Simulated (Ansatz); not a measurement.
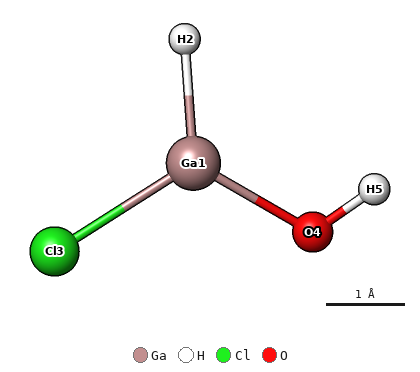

The input geometry (ball-and-stick view, seen at a tilt; atoms are numbered from 1 in the order of the input). Sticks mark near contacts. Bond lengths as drawn: Cl–Ga 2.12 Å, Ga–H 1.60 Å, Ga–O 1.79 Å and H–O 1.00 Å.

**GaH₂ClO: molecular dynamics (part 1 of 4)**

- system: GaH₂ClO
- method: RKS PBE-D4/def2-SVP (Ansatz 0.2.0)

It belongs to a series of runs on one base structure; here: dynamics from the last frame of an earlier run. Figures and captions count atoms from 1; the log counts them from 0 in places.

## What the program printed
```
Engine: ansatz 0.2.0, x86_64-unknown-linux-gnu
Functional definition: PBE
  parameter kappa = 0.804
  parameter beta = 0.06672455060314922
  exchange = pbe_x(kappa = kappa, mu = beta*pi^2/3)
  correlation = pbe_c(beta = beta)
809 factors; their error is unknown
mean field evaluation 1: about -66947.5888 eV, gradient 6.5e1 eV
mean field evaluation 2: about -66862.4843 eV, gradient 1.8e2 eV
mean field evaluation 4: about -66954.2378 eV, gradient 1.8e1 eV
mean field evaluation 8: about -66954.7107 eV, gradient 1.3e-1 eV
mean field evaluation 16: about -66954.6755 eV, gradient 5.2e-5 eV
mean field -66954.67554550 eV, -2460.5389427879 hartree, gradient 5.1e-5 eV, S^2 0.000000; 0 other end points of the search recorded, 0 dependent functions left out
the calculation of the forces begins
reference -66954.67558016 eV, -2460.5389440619 hartree; 29, 29 occupied and 45, 45 virtual orbitals, 809 factors
md step     0: t =     0.00 fs  T =   100.0 K  F+E_penalty+E_count = -66954.76496541 eV  E_kin = 0.038778 eV  conserved = -66954.72618741 eV  (25 SCF iters)
these checks for a lower state are left out or cut short: starts, cluster_reference, orbital_swaps, neighbouring_geometries, increment
809 factors; their error is unknown
mean field -66954.67655049 eV, -2460.5389797207 hartree, gradient 2.2e-5 eV, S^2 0.000000; 0 other end points of the search recorded, 0 dependent functions left out
the calculation of the forces begins
reference -66954.67658516 eV, -2460.5389809948 hartree; 29, 29 occupied and 45, 45 virtual orbitals, 809 factors
md step     1: t =     0.25 fs  T =   102.6 K  F+E_penalty+E_count = -66954.76599020 eV  E_kin = 0.039800 eV  conserved = -66954.72619041 eV  (21 SCF iters)
[... from here on the SCF iterations and repeated set-up lines of each step are left out, up to the last step ...]
md step     2: t =     0.50 fs  T =   106.7 K  F+E_penalty+E_count = -66954.76759078 eV  E_kin = 0.041393 eV  conserved = -66954.72619763 eV  (21 SCF iters)
md step     3: t =     0.75 fs  T =   112.0 K  F+E_penalty+E_count = -66954.76965217 eV  E_kin = 0.043443 eV  conserved = -66954.72620872 eV  (26 SCF iters)
md step     4: t =     1.00 fs  T =   118.0 K  F+E_penalty+E_count = -66954.77199918 eV  E_kin = 0.045777 eV  conserved = -66954.72622261 eV  (25 SCF iters)
md step     5: t =     1.25 fs  T =   124.2 K  F+E_penalty+E_count = -66954.77441043 eV  E_kin = 0.048172 eV  conserved = -66954.72623831 eV  (25 SCF iters)
md step     6: t =     1.50 fs  T =   129.9 K  F+E_penalty+E_count = -66954.77663641 eV  E_kin = 0.050382 eV  conserved = -66954.72625437 eV  (25 SCF iters)
md step     7: t =     1.75 fs  T =   134.5 K  F+E_penalty+E_count = -66954.77842259 eV  E_kin = 0.052153 eV  conserved = -66954.72626919 eV  (25 SCF iters)
md step     8: t =     2.00 fs  T =   137.3 K  F+E_penalty+E_count = -66954.77953574 eV  E_kin = 0.053254 eV  conserved = -66954.72628138 eV  (25 SCF iters)
md step     9: t =     2.25 fs  T =   138.0 K  F+E_penalty+E_count = -66954.77978953 eV  E_kin = 0.053501 eV  conserved = -66954.72628870 eV  (25 SCF iters)
md step    10: t =     2.50 fs  T =   136.1 K  F+E_penalty+E_count = -66954.77907145 eV  E_kin = 0.052781 eV  conserved = -66954.72629027 eV  (25 SCF iters)
md step    11: t =     2.75 fs  T =   131.7 K  F+E_penalty+E_count = -66954.77736107 eV  E_kin = 0.051076 eV  conserved = -66954.72628539 eV  (25 SCF iters)
md step    12: t =     3.00 fs  T =   125.0 K  F+E_penalty+E_count = -66954.77474076 eV  E_kin = 0.048467 eV  conserved = -66954.72627401 eV  (25 SCF iters)
md step    13: t =     3.25 fs  T =   116.4 K  F+E_penalty+E_count = -66954.77139443 eV  E_kin = 0.045137 eV  conserved = -66954.72625713 eV  (25 SCF iters)
md step    14: t =     3.50 fs  T =   106.6 K  F+E_penalty+E_count = -66954.76759173 eV  E_kin = 0.041355 eV  conserved = -66954.72623660 eV  (25 SCF iters)
md step    15: t =     3.75 fs  T =    96.6 K  F+E_penalty+E_count = -66954.76365872 eV  E_kin = 0.037444 eV  conserved = -66954.72621496 eV  (25 SCF iters)
md step    16: t =     4.00 fs  T =    87.0 K  F+E_penalty+E_count = -66954.75993786 eV  E_kin = 0.033743 eV  conserved = -66954.72619510 eV  (25 SCF iters)
md step    17: t =     4.25 fs  T =    78.8 K  F+E_penalty+E_count = -66954.75674283 eV  E_kin = 0.030563 eV  conserved = -66954.72617975 eV  (25 SCF iters)
md step    18: t =     4.50 fs  T =    72.6 K  F+E_penalty+E_count = -66954.75431583 eV  E_kin = 0.028145 eV  conserved = -66954.72617101 eV  (22 SCF iters)
md step    19: t =     4.75 fs  T =    68.7 K  F+E_penalty+E_count = -66954.75279502 eV  E_kin = 0.026625 eV  conserved = -66954.72616991 eV  (22 SCF iters)
md step    20: t =     5.00 fs  T =    67.1 K  F+E_penalty+E_count = -66954.75219844 eV  E_kin = 0.026022 eV  conserved = -66954.72617625 eV  (26 SCF iters)
md step    21: t =     5.25 fs  T =    67.7 K  F+E_penalty+E_count = -66954.75242732 eV  E_kin = 0.026239 eV  conserved = -66954.72618860 eV  (22 SCF iters)
md step    22: t =     5.50 fs  T =    69.8 K  F+E_penalty+E_count = -66954.75328818 eV  E_kin = 0.027083 eV  conserved = -66954.72620495 eV  (22 SCF iters)
md step    23: t =     5.75 fs  T =    73.0 K  F+E_penalty+E_count = -66954.75452735 eV  E_kin = 0.028305 eV  conserved = -66954.72622205 eV  (25 SCF iters)
md step    24: t =     6.00 fs  T =    76.4 K  F+E_penalty+E_count = -66954.75587469 eV  E_kin = 0.029637 eV  conserved = -66954.72623751 eV  (25 SCF iters)
md step    25: t =     6.25 fs  T =    79.5 K  F+E_penalty+E_count = -66954.75708385 eV  E_kin = 0.030835 eV  conserved = -66954.72624931 eV  (26 SCF iters)
md step    26: t =     6.50 fs  T =    81.8 K  F+E_penalty+E_count = -66954.75796558 eV  E_kin = 0.031709 eV  conserved = -66954.72625609 eV  (26 SCF iters)
md step    27: t =     6.75 fs  T =    82.9 K  F+E_penalty+E_count = -66954.75840900 eV  E_kin = 0.032152 eV  conserved = -66954.72625712 eV  (26 SCF iters)
md step    28: t =     7.00 fs  T =    82.9 K  F+E_penalty+E_count = -66954.75839042 eV  E_kin = 0.032137 eV  conserved = -66954.72625328 eV  (26 SCF iters)
md step    29: t =     7.25 fs  T =    81.8 K  F+E_penalty+E_count = -66954.75796689 eV  E_kin = 0.031722 eV  conserved = -66954.72624528 eV  (26 SCF iters)
md step    30: t =     7.50 fs  T =    80.0 K  F+E_penalty+E_count = -66954.75726243 eV  E_kin = 0.031028 eV  conserved = -66954.72623448 eV  (26 SCF iters)
md step    31: t =     7.75 fs  T =    77.9 K  F+E_penalty+E_count = -66954.75644624 eV  E_kin = 0.030224 eV  conserved = -66954.72622246 eV  (26 SCF iters)
md step    32: t =     8.00 fs  T =    76.1 K  F+E_penalty+E_count = -66954.75570816 eV  E_kin = 0.029497 eV  conserved = -66954.72621072 eV  (26 SCF iters)
md step    33: t =     8.25 fs  T =    74.9 K  F+E_penalty+E_count = -66954.75523411 eV  E_kin = 0.029033 eV  conserved = -66954.72620066 eV  (22 SCF iters)
md step    34: t =     8.50 fs  T =    74.8 K  F+E_penalty+E_count = -66954.75518386 eV  E_kin = 0.028990 eV  conserved = -66954.72619339 eV  (21 SCF iters)
md step    35: t =     8.75 fs  T =    76.0 K  F+E_penalty+E_count = -66954.75567289 eV  E_kin = 0.029483 eV  conserved = -66954.72618971 eV  (21 SCF iters)
md step    36: t =     9.00 fs  T =    78.8 K  F+E_penalty+E_count = -66954.75675930 eV  E_kin = 0.030569 eV  conserved = -66954.72619007 eV  (21 SCF iters)
md step    37: t =     9.25 fs  T =    83.1 K  F+E_penalty+E_count = -66954.75843642 eV  E_kin = 0.032242 eV  conserved = -66954.72619455 eV  (21 SCF iters)
md step    38: t =     9.50 fs  T =    88.8 K  F+E_penalty+E_count = -66954.76063127 eV  E_kin = 0.034428 eV  conserved = -66954.72620283 eV  (22 SCF iters)
md step    39: t =     9.75 fs  T =    95.4 K  F+E_penalty+E_count = -66954.76320941 eV  E_kin = 0.036995 eV  conserved = -66954.72621438 eV  (26 SCF iters)
md step    40: t =    10.00 fs  T =   102.5 K  F+E_penalty+E_count = -66954.76598510 eV  E_kin = 0.039757 eV  conserved = -66954.72622828 eV  (26 SCF iters)
md step    41: t =    10.25 fs  T =   109.6 K  F+E_penalty+E_count = -66954.76873706 eV  E_kin = 0.042494 eV  conserved = -66954.72624291 eV  (26 SCF iters)
md step    42: t =    10.50 fs  T =   116.0 K  F+E_penalty+E_count = -66954.77123047 eV  E_kin = 0.044973 eV  conserved = -66954.72625705 eV  (27 SCF iters)
md step    43: t =    10.75 fs  T =   121.1 K  F+E_penalty+E_count = -66954.77324011 eV  E_kin = 0.046971 eV  conserved = -66954.72626865 eV  (26 SCF iters)
md step    44: t =    11.00 fs  T =   124.6 K  F+E_penalty+E_count = -66954.77457855 eV  E_kin = 0.048302 eV  conserved = -66954.72627669 eV  (26 SCF iters)
md step    45: t =    11.25 fs  T =   125.9 K  F+E_penalty+E_count = -66954.77511978 eV  E_kin = 0.048840 eV  conserved = -66954.72627950 eV  (26 SCF iters)
md step    46: t =    11.50 fs  T =   125.2 K  F+E_penalty+E_count = -66954.77482197 eV  E_kin = 0.048546 eV  conserved = -66954.72627617 eV  (26 SCF iters)
md step    47: t =    11.75 fs  T =   122.4 K  F+E_penalty+E_count = -66954.77374077 eV  E_kin = 0.047474 eV  conserved = -66954.72626651 eV  (26 SCF iters)
md step    48: t =    12.00 fs  T =   118.1 K  F+E_penalty+E_count = -66954.77203183 eV  E_kin = 0.045781 eV  conserved = -66954.72625119 eV  (26 SCF iters)
md step    49: t =    12.25 fs  T =   112.7 K  F+E_penalty+E_count = -66954.76993942 eV  E_kin = 0.043708 eV  conserved = -66954.72623179 eV  (26 SCF iters)
md step    50: t =    12.50 fs  T =   107.2 K  F+E_penalty+E_count = -66954.76777103 eV  E_kin = 0.041560 eV  conserved = -66954.72621070 eV  (26 SCF iters)
md step    51: t =    12.75 fs  T =   102.3 K  F+E_penalty+E_count = -66954.76585976 eV  E_kin = 0.039669 eV  conserved = -66954.72619077 eV  (26 SCF iters)
md step    52: t =    13.00 fs  T =    98.9 K  F+E_penalty+E_count = -66954.76451958 eV  E_kin = 0.038345 eV  conserved = -66954.72617486 eV  (26 SCF iters)
md step    53: t =    13.25 fs  T =    97.6 K  F+E_penalty+E_count = -66954.76400075 eV  E_kin = 0.037835 eV  conserved = -66954.72616533 eV  (26 SCF iters)
md step    54: t =    13.50 fs  T =    98.7 K  F+E_penalty+E_count = -66954.76445327 eV  E_kin = 0.038290 eV  conserved = -66954.72616354 eV  (25 SCF iters)
md step    55: t =    13.75 fs  T =   102.5 K  F+E_penalty+E_count = -66954.76590561 eV  E_kin = 0.039736 eV  conserved = -66954.72616963 eV  (25 SCF iters)
md step    56: t =    14.00 fs  T =   108.5 K  F+E_penalty+E_count = -66954.76826291 eV  E_kin = 0.042080 eV  conserved = -66954.72618242 eV  (25 SCF iters)
md step    57: t =    14.25 fs  T =   116.4 K  F+E_penalty+E_count = -66954.77132623 eV  E_kin = 0.045125 eV  conserved = -66954.72620106 eV  (25 SCF iters)
md step    58: t =    14.50 fs  T =   125.3 K  F+E_penalty+E_count = -66954.77482116 eV  E_kin = 0.048601 eV  conserved = -66954.72622017 eV  (25 SCF iters)
md step    59: t =    14.75 fs  T =   134.6 K  F+E_penalty+E_count = -66954.77844867 eV  E_kin = 0.052210 eV  conserved = -66954.72623823 eV  (25 SCF iters)
md step    60: t =    15.00 fs  T =   143.6 K  F+E_penalty+E_count = -66954.78192394 eV  E_kin = 0.055671 eV  conserved = -66954.72625286 eV  (25 SCF iters)
md step    61: t =    15.25 fs  T =   151.5 K  F+E_penalty+E_count = -66954.78501411 eV  E_kin = 0.058753 eV  conserved = -66954.72626109 eV  (25 SCF iters)
md step    62: t =    15.50 fs  T =   158.1 K  F+E_penalty+E_count = -66954.78756981 eV  E_kin = 0.061305 eV  conserved = -66954.72626479 eV  (25 SCF iters)
md step    63: t =    15.75 fs  T =   163.2 K  F+E_penalty+E_count = -66954.78952969 eV  E_kin = 0.063267 eV  conserved = -66954.72626282 eV  (25 SCF iters)
md step    64: t =    16.00 fs  T =   166.8 K  F+E_penalty+E_count = -66954.79092414 eV  E_kin = 0.064668 eV  conserved = -66954.72625599 eV  (26 SCF iters)
md step    65: t =    16.25 fs  T =   169.2 K  F+E_penalty+E_count = -66954.79186127 eV  E_kin = 0.065616 eV  conserved = -66954.72624564 eV  (25 SCF iters)
md step    66: t =    16.50 fs  T =   170.9 K  F+E_penalty+E_count = -66954.79250605 eV  E_kin = 0.066273 eV  conserved = -66954.72623336 eV  (25 SCF iters)
md step    67: t =    16.75 fs  T =   172.4 K  F+E_penalty+E_count = -66954.79305517 eV  E_kin = 0.066834 eV  conserved = -66954.72622078 eV  (25 SCF iters)
md step    68: t =    17.00 fs  T =   174.1 K  F+E_penalty+E_count = -66954.79371106 eV  E_kin = 0.067502 eV  conserved = -66954.72620941 eV  (25 SCF iters)
md step    69: t =    17.25 fs  T =   176.5 K  F+E_penalty+E_count = -66954.79465756 eV  E_kin = 0.068457 eV  conserved = -66954.72620051 eV  (25 SCF iters)
md step    70: t =    17.50 fs  T =   180.1 K  F+E_penalty+E_count = -66954.79603938 eV  E_kin = 0.069844 eV  conserved = -66954.72619503 eV  (25 SCF iters)
md step    71: t =    17.75 fs  T =   185.0 K  F+E_penalty+E_count = -66954.79794648 eV  E_kin = 0.071753 eV  conserved = -66954.72619342 eV  (26 SCF iters)
md step    72: t =    18.00 fs  T =   191.4 K  F+E_penalty+E_count = -66954.80040463 eV  E_kin = 0.074208 eV  conserved = -66954.72619625 eV  (26 SCF iters)
md step    73: t =    18.25 fs  T =   199.0 K  F+E_penalty+E_count = -66954.80337066 eV  E_kin = 0.077167 eV  conserved = -66954.72620326 eV  (26 SCF iters)
md step    74: t =    18.50 fs  T =   207.6 K  F+E_penalty+E_count = -66954.80673487 eV  E_kin = 0.080521 eV  conserved = -66954.72621376 eV  (25 SCF iters)
md step    75: t =    18.75 fs  T =   216.9 K  F+E_penalty+E_count = -66954.81032932 eV  E_kin = 0.084102 eV  conserved = -66954.72622704 eV  (25 SCF iters)
md step    76: t =    19.00 fs  T =   226.2 K  F+E_penalty+E_count = -66954.81394095 eV  E_kin = 0.087699 eV  conserved = -66954.72624197 eV  (26 SCF iters)
md step    77: t =    19.25 fs  T =   234.9 K  F+E_penalty+E_count = -66954.81733011 eV  E_kin = 0.091073 eV  conserved = -66954.72625715 eV  (25 SCF iters)
md step    78: t =    19.50 fs  T =   242.4 K  F+E_penalty+E_count = -66954.82025293 eV  E_kin = 0.093982 eV  conserved = -66954.72627089 eV  (25 SCF iters)
md step    79: t =    19.75 fs  T =   248.1 K  F+E_penalty+E_count = -66954.82248693 eV  E_kin = 0.096205 eV  conserved = -66954.72628185 eV  (25 SCF iters)
md step    80: t =    20.00 fs  T =   251.6 K  F+E_penalty+E_count = -66954.82385574 eV  E_kin = 0.097567 eV  conserved = -66954.72628848 eV  (25 SCF iters)
md step    81: t =    20.25 fs  T =   252.6 K  F+E_penalty+E_count = -66954.82425280 eV  E_kin = 0.097963 eV  conserved = -66954.72628961 eV  (25 SCF iters)
md step    82: t =    20.50 fs  T =   251.1 K  F+E_penalty+E_count = -66954.82365912 eV  E_kin = 0.097375 eV  conserved = -66954.72628451 eV  (25 SCF iters)
md step    83: t =    20.75 fs  T =   247.3 K  F+E_penalty+E_count = -66954.82215275 eV  E_kin = 0.095879 eV  conserved = -66954.72627340 eV  (25 SCF iters)
md step    84: t =    21.00 fs  T =   241.5 K  F+E_penalty+E_count = -66954.81990621 eV  E_kin = 0.093649 eV  conserved = -66954.72625723 eV  (25 SCF iters)
md step    85: t =    21.25 fs  T =   234.5 K  F+E_penalty+E_count = -66954.81717136 eV  E_kin = 0.090934 eV  conserved = -66954.72623776 eV  (26 SCF iters)
md step    86: t =    21.50 fs  T =   227.0 K  F+E_penalty+E_count = -66954.81425154 eV  E_kin = 0.088034 eV  conserved = -66954.72621739 eV  (25 SCF iters)
md step    87: t =    21.75 fs  T =   219.9 K  F+E_penalty+E_count = -66954.81146449 eV  E_kin = 0.085265 eV  conserved = -66954.72619912 eV  (25 SCF iters)
md step    88: t =    22.00 fs  T =   213.8 K  F+E_penalty+E_count = -66954.80909935 eV  E_kin = 0.082914 eV  conserved = -66954.72618504 eV  (25 SCF iters)
md step    89: t =    22.25 fs  T =   209.4 K  F+E_penalty+E_count = -66954.80737835 eV  E_kin = 0.081201 eV  conserved = -66954.72617709 eV  (25 SCF iters)
md step    90: t =    22.50 fs  T =   206.9 K  F+E_penalty+E_count = -66954.80642651 eV  E_kin = 0.080250 eV  conserved = -66954.72617658 eV  (25 SCF iters)
md step    91: t =    22.75 fs  T =   206.5 K  F+E_penalty+E_count = -66954.80625572 eV  E_kin = 0.080072 eV  conserved = -66954.72618327 eV  (25 SCF iters)
md step    92: t =    23.00 fs  T =   207.8 K  F+E_penalty+E_count = -66954.80676694 eV  E_kin = 0.080572 eV  conserved = -66954.72619523 eV  (25 SCF iters)
md step    93: t =    23.25 fs  T =   210.3 K  F+E_penalty+E_count = -66954.80777171 eV  E_kin = 0.081560 eV  conserved = -66954.72621126 eV  (25 SCF iters)
md step    94: t =    23.50 fs  T =   213.5 K  F+E_penalty+E_count = -66954.80902169 eV  E_kin = 0.082793 eV  conserved = -66954.72622867 eV  (25 SCF iters)
md step    95: t =    23.75 fs  T =   216.6 K  F+E_penalty+E_count = -66954.81024828 eV  E_kin = 0.084004 eV  conserved = -66954.72624477 eV  (25 SCF iters)
md step    96: t =    24.00 fs  T =   219.1 K  F+E_penalty+E_count = -66954.81120101 eV  E_kin = 0.084944 eV  conserved = -66954.72625739 eV  (25 SCF iters)
md step    97: t =    24.25 fs  T =   220.3 K  F+E_penalty+E_count = -66954.81167990 eV  E_kin = 0.085414 eV  conserved = -66954.72626569 eV  (25 SCF iters)
md step    98: t =    24.50 fs  T =   219.9 K  F+E_penalty+E_count = -66954.81155551 eV  E_kin = 0.085287 eV  conserved = -66954.72626885 eV  (25 SCF iters)
md step    99: t =    24.75 fs  T =   217.9 K  F+E_penalty+E_count = -66954.81077944 eV  E_kin = 0.084512 eV  conserved = -66954.72626701 eV  (25 SCF iters)
md step   100: t =    25.00 fs  T =   214.4 K  F+E_penalty+E_count = -66954.80938204 eV  E_kin = 0.083121 eV  conserved = -66954.72626092 eV  (25 SCF iters)
```
